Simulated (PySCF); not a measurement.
SMILES N#CC[SeH] (C2H3NSe) at its CAM-B3LYP/def2-SVP optimised geometry (Å):

```
7

N      1.6981     0.8454     0.0000
C      0.5450     0.8454     0.0000
C     -0.9099     0.8288    -0.0165
Se    -1.6981    -0.7340     0.8757
H     -1.2953     1.7015     0.5282
H     -1.2744     0.8902    -1.0499
H     -1.1496    -1.7015    -0.0840
```

Calculation: CAM-B3LYP/def2-TZVP (PySCF). Cells within 0.4 Å of a nucleus heavier than hydrogen are left out (blank, or x).

Map of the Laplacian of the electron density (e/bohr⁵), clipped to [-1.50, 1.50] on the plane z = 0.0 Å:

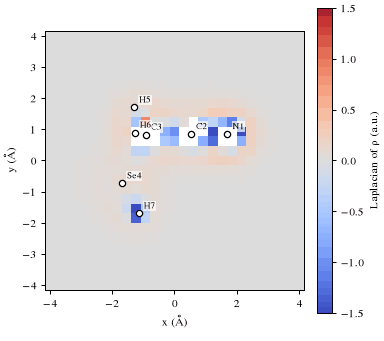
Fig. 1. Laplacian of the electron density (e/bohr⁵), clipped to [-1.50, 1.50] on the plane z = 0.0 Å.
